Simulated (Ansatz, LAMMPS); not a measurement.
## Molecular dynamics of aqueous Li+ and Br-, 4.3 mol of salt per kg of water at 280 K (202 atoms)

How do the atoms of aqueous Li+ and Br-, 4.3 mol of salt per kg of water at 280 K (202 atoms) move, and what local order do they keep?

Program: Ansatz 0.2.0. Level of theory: Kohn-Sham DFT, PBE+D4, PAW (set soft_2), plane waves. Results are calculated unless marked as measured.

### Step 1. The starting structure

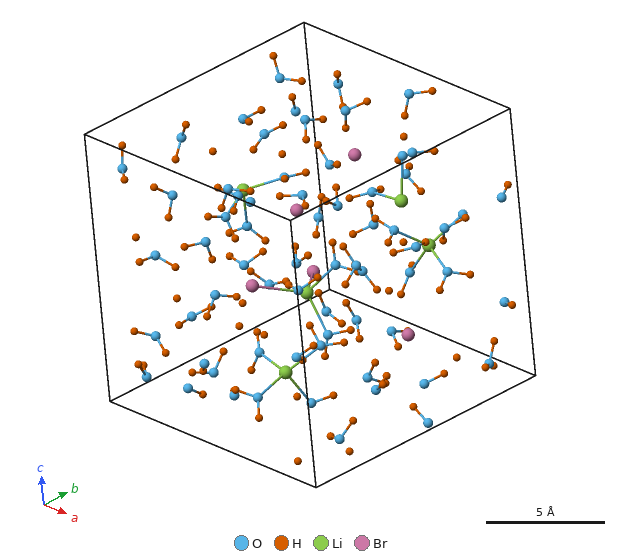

Start, viewed from a free direction; oxygen blue, hydrogen orange, lithium green, bromine pink. Bonds to atoms that aren't drawn are left out. Some periodic images of atoms are drawn too.

The cell holds 202 atoms: 64 O, 128 H, 5 Li and 5 Br. Its edges and angles: a = 12.847 Å, b = 12.847 Å, c = 12.847 Å, α = 90.0°, β = 90.0°, γ = 90.0°. 64 H2O, 5 Li+, 5 Br- placed at random, at 1.24 g/cm³; overlaps pushed apart, then 10 ps at 420 K with Joung-Cheatham ions (J. Phys. Chem. B 112, 9020 (2008)); SPC/E water (Berendsen, Grigera and Straatsma, J. Phys. Chem. 91, 6269 (1987)). Snapshot after 20 ps at 280 K and fixed volume.

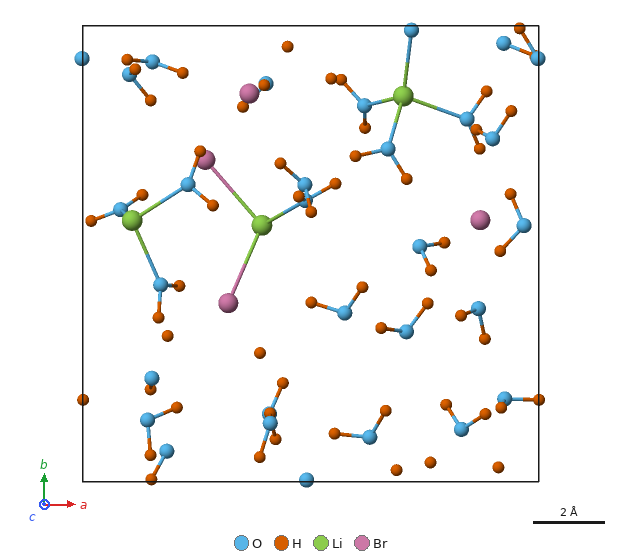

A slice 6 Å thick through the middle of the cell. Bonds to atoms that aren't drawn are left out.

Before any run, some limits are plain. The network of contacts between molecules at the start is that of the classical potential that made the cell. The density was typed from a rule of thumb and may lie off the real one at this temperature. The Brillouin zone is sampled at Γ only, in a cell whose shortest periodic width is 13 Å.

### Step 2. Single point at the start

The forces at the start show how far the geometry lies from a minimum of this functional.

File input.yaml:

```yaml
crystal:
  lattice:
    - [12.84699, 0.0, 0.0]
    - [0.0, 12.84699, 0.0]
    - [0.0, 0.0, 12.84699]
  atoms:
    - { symbol: O, position: [0.81435, 0.52606, 0.82612] }
    - { symbol: H, position: [0.76649, 0.4661, 0.81299] }
    - { symbol: H, position: [0.78214, 0.59144, 0.79877] }
    - { symbol: O, position: [0.89026, 0.10217, 0.76106] }
    [... 192 atom lines left out ...]
    - { symbol: Li, position: [0.70344, 0.84577, 0.4568] }
    - { symbol: Br, position: [0.36574, 0.85144, 0.68465] }
    - { symbol: Br, position: [0.26924, 0.70593, 0.27694] }
    - { symbol: Br, position: [0.3195, 0.39181, 0.37182] }
    - { symbol: Br, position: [0.69029, 0.29778, 0.81351] }
    - { symbol: Br, position: [0.87222, 0.57371, 0.29063] }
kpoints:
  mp_grid: { grid: [1, 1, 1] }
hamiltonian:
  xc: pbe
  dispersion: d4
scf:
  occupations: { method: fixed }
output:
  forces: true
```

Command:

```bash
$ ansatz run input.yaml --threads 4 --pin off --max-ram 8192MiB --backend cpu --events-out ev --progress --plain --runs-dir out
```

The job ended after 30 s (4 threads of Arm Neoverse V1, shared host; peak memory 2.7 GiB; 1.8 min of CPU time).

The run gave:

```yaml
free_energy: -53337.8358 eV
free_energy_per_atom: -264.0487 eV/atom
scf_cycles: 9
r_m_s_force_component: 0.5066 eV/Å
longest_force: 1.62 eV/Å
fermi_energy: -1.408 eV
```

The r.m.s. force component of 0.51 eV/Å sets the starting point.

Neighbours are counted within 1.21 Å (H-O), 2.33 Å (O-Li), 2.98 Å (Br-Li).

Length of the force by element and coordination:

```tsv
element	coordination	atoms	mean length of the force (eV/Å)	spread	least	most
Br	all	5	0.513	0.137	0.290	0.633
Br	0	3	0.548	0.0921	0.418	0.618
Br	1	2	0.461	0.172	0.290	0.633
H	all	128	0.936	0.281	0.0615	1.61
Li	all	5	0.408	0.117	0.231	0.597
O	all	64	0.630	0.295	0.113	1.62
O	2	46	0.619	0.286	0.113	1.51
O	3	18	0.658	0.315	0.207	1.62
```

### Step 3. Dynamics at 280 K

A Nosé–Hoover thermostat steers the temperature while disturbing the dynamics little. The time step is 0.5 fs, short enough for the stretching of bonds to hydrogen.

input.yaml: that of step 2 with these lines changed.

```diff
@@ -16 +16,8 @@
   forces: true
+md:
+  timestep: 0.5
+  n_steps: 160
+  ensemble: nvt_nose_hoover
+  temperature: 280
+  initial_velocities: maxwell_boltzmann
+  seed: 9545
```

Wall time 51 min (4 threads); peak memory 2.7 GiB; 3.3 h of CPU time.

The program notes that the dispersion model switches parameters near this geometry and it switched symmetry off.

The trajectory, sampled:

```tsv
time (fs)	T (K)	potential (meV/atom)	conserved (meV/atom)
0.0	280	0.0	0.00
5.5	301	-2.7	-0.02
10.5	278	0.3	0.01
16.0	292	-1.6	0.02
21.5	274	0.8	0.05
26.5	285	-0.7	0.03
32.0	289	-1.1	0.03
37.5	293	-1.8	0.04
42.5	302	-3.0	0.01
48.0	269	1.3	0.03
53.5	283	-0.6	0.02
58.5	289	-1.5	0.02
64.0	310	-4.2	-0.01
69.5	291	-2.0	-0.01
74.5	292	-2.2	-0.01
80.0	300	-3.3	-0.02
```

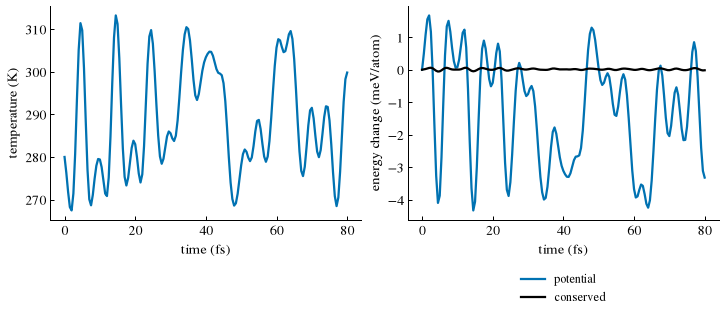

Temperature and energies against time.

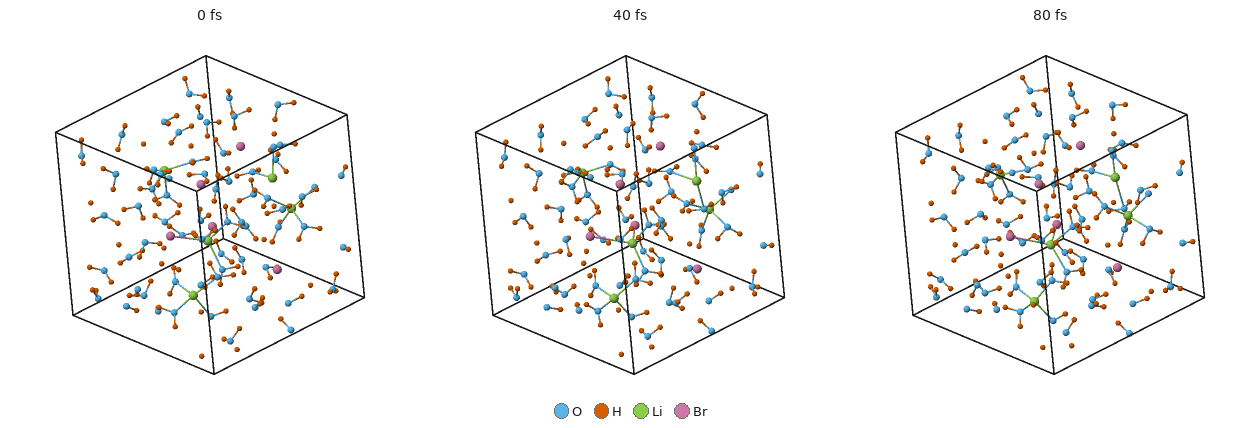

3 frames of the run. Bonds to atoms that aren't drawn are left out.

Mean square displacement from the first frame to the last: O 0.18 Å², H 0.27 Å², Li 0.18 Å², Br 0.034 Å².

The mean square displacement by time lag:

```tsv
time lag (fs)	Br (Å²)	H (Å²)	Li (Å²)	O (Å²)
5	2.0e-4	0.0140	0.00234	0.00120
10	7.4e-4	0.0410	0.00867	0.00465
15	0.00161	0.0755	0.0176	0.0102
20	0.00273	0.107	0.0277	0.0177
25	0.00410	0.138	0.0378	0.0269
30	0.00570	0.158	0.0474	0.0378
35	0.00752	0.168	0.0564	0.0499
40	0.00961	0.169	0.0647	0.0632
```

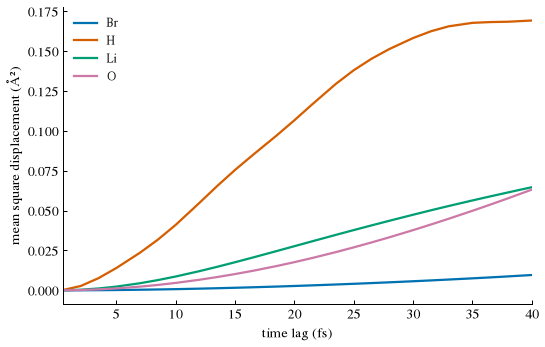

Mean square displacement, plotted against time lag.

Over the second half of 80 fs the temperature averages 289 K with swings of 12 K r.m.s. The conserved energy stays within 0.06 meV/atom. From first frame to last H has the largest mean square displacement, 0.27 Å² at the end; the farthest move is 1.38 Å. The run spans 0.08 ps, too short for its means to be equilibrium values.

### Step 4. Distances and neighbours late in the run

The g(r) is a mean over the second half; what follows it is taken at the last frame.

Bonds before and after, by the cutoffs listed below:

```tsv
pair	bonds before	bonds after	mean before (Å)	mean after (Å)	spread before (Å)	spread after (Å)
H-O	128	128	1.000	0.984	0.000	0.023
O-Li	19	19	2.033	1.995	0.129	0.122
Br-Li	2	2	2.509	2.770	0.056	0.014
```

Density 1.24 g/cm³, 10.50 Å³ an atom.

Mean of 15 frames. g(r), total and by pair (bins of 0.2 Å):

```tsv
r (Å)	total	H-H	H-O	H-Br	H-Li	O-O	O-Br
0.90	3.90	0.00	9.70	0.00	0.00	0.00	0.00
1.10	1.54	0.00	3.84	0.00	0.00	0.00	0.00
1.30	0.00	0.00	0.00	0.00	0.00	0.00	0.00
1.50	0.80	1.86	0.14	0.00	0.00	0.00	0.00
1.70	0.82	0.83	1.20	0.00	0.00	0.00	0.00
1.90	0.60	0.18	0.97	0.00	0.05	0.00	0.00
2.10	0.50	0.78	0.33	0.52	0.04	0.00	0.00
2.30	0.74	1.43	0.13	2.88	0.48	0.00	0.00
2.50	0.72	1.11	0.17	2.42	3.33	0.31	0.00
2.70	0.82	0.77	0.25	0.93	3.29	2.70	0.00
2.90	0.79	0.71	0.75	0.17	0.86	1.71	0.00
3.10	1.05	0.74	1.50	0.04	0.19	1.17	1.28
3.30	1.19	0.89	1.67	0.38	0.09	0.84	3.47
3.50	1.10	1.06	1.30	0.54	0.18	0.83	2.25
3.70	1.16	1.23	1.17	1.78	0.49	1.08	0.61
3.90	1.14	1.26	1.12	1.46	0.95	0.70	0.42
4.10	1.11	1.15	1.08	0.90	1.23	1.18	0.53
4.30	1.08	1.09	1.04	1.02	1.01	1.24	0.88
4.50	1.02	1.04	0.94	1.01	1.03	1.21	1.38
4.70	0.95	0.93	0.88	1.08	1.31	1.12	1.08
4.90	0.98	0.97	0.94	1.05	1.59	1.01	1.14
5.10	1.02	0.98	1.01	0.98	1.45	0.99	1.74
5.30	0.92	0.92	0.93	1.08	0.85	0.78	1.27
5.50	0.93	0.93	0.94	1.10	0.89	0.76	0.67
5.70	0.93	0.93	0.96	1.09	0.81	0.85	0.85
5.90	0.95	0.96	1.00	0.98	0.90	0.79	0.77
6.10	0.98	0.97	0.99	0.89	0.76	1.05	1.31
6.30	1.01	1.04	0.99	1.02	1.00	1.02	1.10
```

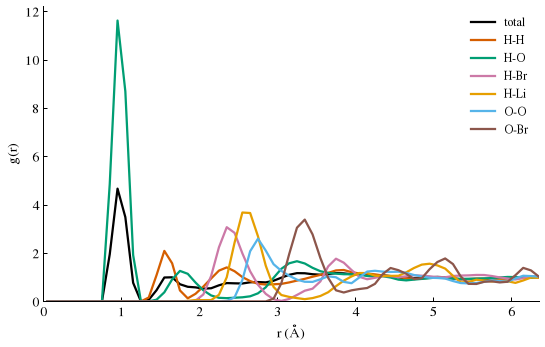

Pair distribution functions, lightly smoothed.

Bonds by pair of elements; cutoffs follow the first minimum of g(r), held within bounds set by covalent radii, and pairs that aren't listed don't count as bonded:

```tsv
pair A-B	cutoff (Å)	bonds	mean length (Å)	spread (Å)	shortest (Å)	B about A	A about B
H-O	1.21	128	0.984	0.023	0.935	1	2
O-Li	2.58	19	2.00	0.122	1.85	0.297	3.8
Br-Li	3.23	2	2.77	0.014	2.76	0.4	0.4
```

How many atoms have how many bonded neighbours:

```tsv
element	mean	0	1	2	3	4	5
Br	0.4	3	2	0	0	0	0
H	1	0	128	0	0	0	0
Li	4.2	0	0	0	0	4	1
O	2.30	0	0	46	17	1	0
```

Bond angles (no mean is given where the spread exceeds 20°):

```tsv
angle	count	mean (°)	spread (°)
H-O-H	64	108	4.4
H-O-Li	38	118	12.5
O-Li-O	29	108	18.2
Br-Li-O	4	110	11.8
Br-Li-Br	1	111	0
```

Hydrogen bonds between water molecules (O–O under 3.5 Å, H–O···O angle under 30°):

```tsv
hydrogen bonds to other water	molecules
0	2
1	4
2	12
3	24
4	20
5	2
```

First shells of the ions:

```tsv
ion	count	shell	mean number
Li	5	water O within 2.7 A	3.8
```

Bond length by coordination (bonds to H left out):

```tsv
element	coordination	atoms	mean bond length (Å)
Br	1	2	2.77
Li	4	4	2.06
Li	5	1	2.1
O	3	17	1.97
O	4	1	2.17
```

With the cutoffs above, 60 % of Br atoms have 0, all H atoms have 1, 80 % of Li atoms have 4 and 72 % of O atoms have 2 bonded neighbours. The H-O-H angle averages 108° with a spread of 4°. The 64 water molecules hold 2.97 hydrogen bonds each to other water on average, with a mean O–O distance of 2.83 Å. Ion shells in this frame: Li 3.8 (water O within 2.7 Å).

### Step 5. Single point at the last frame

The last frame is solved once more, with the analyses that the dynamics left out.

File input.yaml:

```yaml
crystal:
  lattice:
    - [12.84699, 0.0, 0.0]
    - [0.0, 12.84699, 0.0]
    - [0.0, 0.0, 12.84699]
  atoms:
    - { symbol: O, position: [0.81435, 0.52199, 0.83323] }
    - { symbol: H, position: [0.77515, 0.45932, 0.85061] }
    - { symbol: H, position: [0.76796, 0.57787, 0.82824] }
    - { symbol: O, position: [0.90407, 0.13075, 0.76775] }
    [... 192 atom lines left out ...]
    - { symbol: Li, position: [0.72811, 0.79789, 0.44615] }
    - { symbol: Br, position: [0.36634, 0.85093, 0.68977] }
    - { symbol: Br, position: [0.27855, 0.72742, 0.28136] }
    - { symbol: Br, position: [0.32353, 0.38682, 0.37278] }
    - { symbol: Br, position: [0.68293, 0.2921, 0.81519] }
    - { symbol: Br, position: [0.86035, 0.58649, 0.29219] }
kpoints:
  mp_grid: { grid: [1, 1, 1] }
hamiltonian:
  xc: pbe
  dispersion: d4
scf:
  occupations: { method: fixed }
output:
  forces: true
  stress: true
  populations: true
  dos:
    method: { smearing: { sigma: 0.1 } }
    de: 0.1
    projected: { site_lists: { Br: [Br], H: [H], Li: [Li], O: [O] } }
  eigenvalues: true
  write_density: true
  write_potential: true
  volumetric_format: npy
```

Wall time 60 s (4 threads); peak memory 3 GiB; 3.8 min of CPU time.

The program notes that the exchange-correlation potential is rough where the density is thin.

Read from the output:

```yaml
free_energy: -53338.5074 eV
free_energy_per_atom: -264.0520 eV/atom
scf_cycles: 9
pressure: 0.3766 GPa
r_m_s_force_component: 0.6401 eV/Å
longest_force: 2.706 eV/Å
fermi_energy: -1.704 eV
spacing_of_highest_filled_and_lowest_empty_level: 4.085 eV
spilling_of_the_projection: 0.01052
```

Neighbours are counted within 1.21 Å (H-O), 2.58 Å (O-Li), 3.23 Å (Br-Li), the cutoffs taken from the dynamics.

Length of the force by element and coordination:

```tsv
element	coordination	atoms	mean length of the force (eV/Å)	spread	least	most
Br	all	5	0.452	0.137	0.291	0.634
Br	0	3	0.345	0.0517	0.291	0.414
Br	1	2	0.612	0.0223	0.589	0.634
H	all	128	0.863	0.409	0.0445	2.16
Li	all	5	0.519	0.173	0.335	0.752
Li	4	4	0.533	0.191	0.335	0.752
Li	5	1	0.465	0	0.465	0.465
O	all	64	1.31	0.542	0.316	2.71
O	2	46	1.28	0.564	0.316	2.71
O	3	17	1.41	0.480	0.494	2.40
O	4	1	1.18	0	1.18	1.18
```

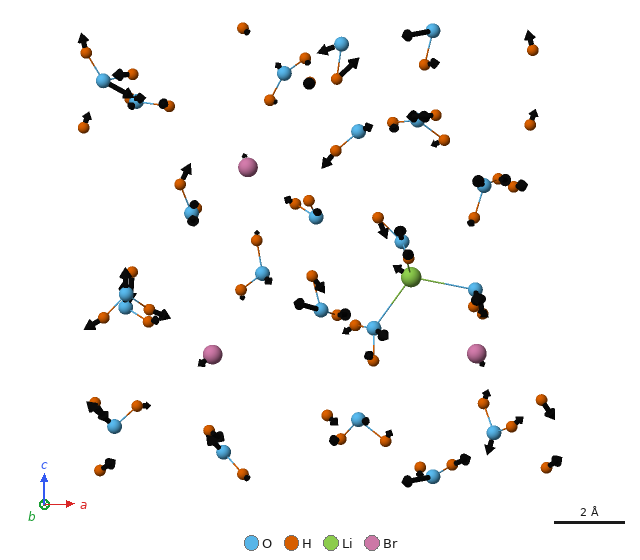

Forces as arrows; the longest in the cell is 2.71 eV/Å. Drawn is a slice 4 Å thick, seen along the normal of the ac plane. Bonds to atoms that aren't drawn are left out.

Löwdin charges by element and coordination (they lack the spilled electrons, 0.029 e an atom on average):

```tsv
element	coordination	atoms	mean charge (e)	spread	least	most
Br	all	5	-0.529	0.0236	-0.550	-0.484
Br	0	3	-0.522	0.0279	-0.550	-0.484
Br	1	2	-0.540	0.005	-0.545	-0.535
H	all	128	0.388	0.0139	0.340	0.423
Li	all	5	0.768	0.0219	0.726	0.787
Li	4	4	0.767	0.0244	0.726	0.787
Li	5	1	0.771	0	0.771	0.771
O	all	64	-0.701	0.0299	-0.766	-0.640
O	2	46	-0.687	0.0208	-0.728	-0.640
O	3	17	-0.737	0.017	-0.766	-0.701
O	4	1	-0.748	0	-0.748	-0.748
```

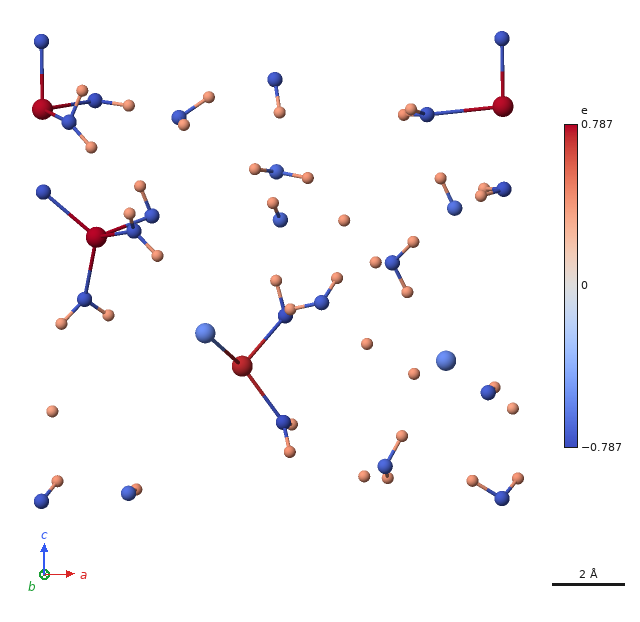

Atoms coloured by Löwdin charge. Drawn is a slice 4 Å thick, seen along the normal of the ac plane. Bonds to atoms that aren't drawn are left out.

Density of states as counts of states in windows of 1 eV (from the Fermi level), total and the larger projections:

```tsv
from (eV)	to (eV)	total	O p	H s	Br p
-10	-9	0.0	0.0	0.0	0.0
-9	-8	10.3	7.1	3.0	0.0
-8	-7	61.2	42.3	17.6	0.2
-7	-6	56.2	39.2	16.0	0.1
-6	-5	1.2	0.9	0.2	0.0
-5	-4	35.3	27.4	3.5	0.2
-4	-3	56.2	45.9	3.6	0.4
-3	-2	41.1	36.1	1.4	0.5
-2	-1	91.8	84.3	0.6	5.6
-1	0	59.1	38.1	0.6	19.7
0	1	1.6	0.2	0.0	1.4
1	3	0.0	0.0	0.0	0.0
3	4	0.1	0.0	0.1	0.0
4	5	1.9	0.1	1.1	0.0
```

With fixed occupations the program's Fermi level is the highest filled level; weight inside the gap is the broadening of levels at its edges.

Between -26 and -10 eV lie 138 more states.

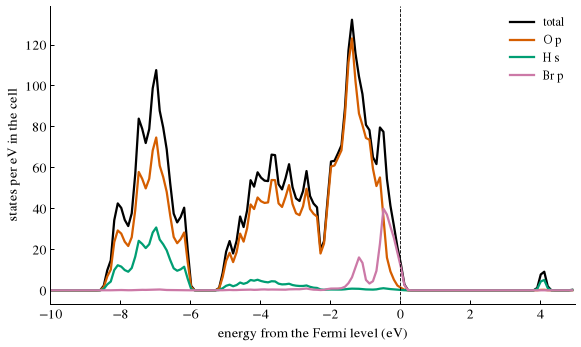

Total and projected density of states, with the broadening of the input.

The levels nearest the highest filled one (over half full), pooled over k-points and spins:

```tsv
level less the highest filled one (eV)	occupation
-0.311	2
-0.288	2
-0.23	2
-0.192	2
-0.102	2
0	2
4.09	0
5.14	0
5.26	0
5.38	0
5.48	0
5.59	0
```

Mean Löwdin charges: Br -0.53, H +0.39, Li +0.77, O -0.70 e (they miss 1.1 % of the electrons, so they add up to more than the cell's charge). The largest share in the top eV of filled states is O p (64 % of the projected weight), and in the lowest eV of empty states H s (62 % of the projected weight).

### Step 6. Outcome

```
mean temperature, second half                                : 288.8 K
temperature swing, second half                               : 11.64 K
slope of the conserved energy against time, by least squares : -0.0607 meV/atom/ps
free energy per atom                                         : -264.0520 eV/atom
pressure                                                     : 0.3766 GPa
r.m.s. force component                                       : 0.6401 eV/Å
gap (highest filled to lowest empty level)             : 4.085 eV
wall time of the 3 DFT runs                                  : 53 min
```

In words: Over the second half of 80 fs the temperature averages 289 K with swings of 12 K r.m.s. The conserved energy stays within 0.06 meV/atom. The run spans 0.08 ps, too short for its means to be equilibrium values. With the cutoffs above, 60 % of Br atoms have 0, all H atoms have 1, 80 % of Li atoms have 4 and 72 % of O atoms have 2 bonded neighbours. The 64 water molecules hold 2.97 hydrogen bonds each to other water on average, with a mean O–O distance of 2.83 Å. The highest filled and lowest empty levels differ by 4.09 eV (at Γ alone); a semilocal functional tends to put such gaps too low. In a disordered cell it changes from sample to sample and from frame to frame.

**Limits.** The network of contacts between molecules at the start is that of the classical potential that made the cell; DFT moved the atoms only locally, and no bond changed. The program warns that the dispersion model switches its C6 values near this geometry, which can put artefacts into forces and pressure. The pressure of a single frame lacks the kinetic term, about 0.38 GPa here.

[Logs are printed without paths, hosts, clocks, repeated set-up lines and the standing remarks that a program may print on its own settings, such as how far it seeks lower states.]

[Hosts, paths, dates, database ids (printed as entryN), source tags and the programs' standing remarks are cut or masked in the printed files.]
